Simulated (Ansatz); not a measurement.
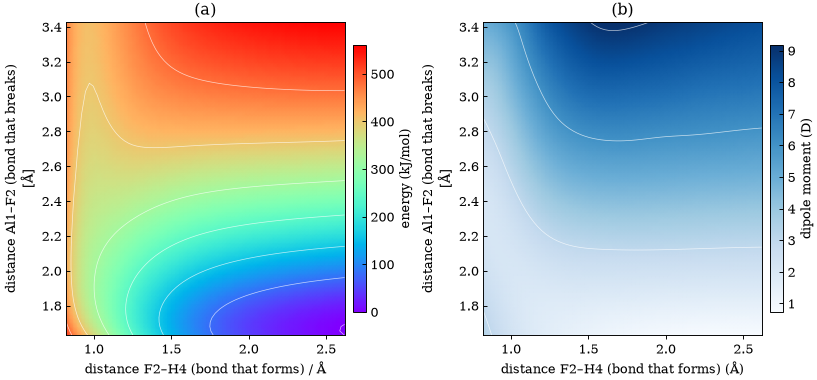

The reacting system AlFH3NO (fragments AlFH₃NO where the first distance is long, AlH₂NO + FH where the second is long). The first coordinate is: distance F2–H4 (bond that forms); the second: distance Al1–F2 (bond that breaks). Relaxed at each point: all other coordinates. Grid: 11 × 11 points. Points are written as (first, second). Energies: kJ/mol, counted from the lowest grid point. The reference is spin-restricted, so regions where a bond is pulled apart into radicals lie too high. Method: RKS PBE0-D4/def2-SVP (Ansatz).

Panel (a) is the energy and panel (b) the computed dipole moment on the same grid.

The picture shows a smooth colour map with a few white contour lines. Between grid points the surface is interpolated.

Q: How does the dipole moment vary over the map, and what is it at the lowest grid point?

A: Leaving out the highest fifth of the energies, it runs from 0.7 D at (2.619 Å, 1.629 Å) to 7.7 D at (1.219 Å, 3.429 Å). At the lowest grid point, (2.619 Å, 1.629 Å), it is 0.7 D. That point lies on the edge of the scan.
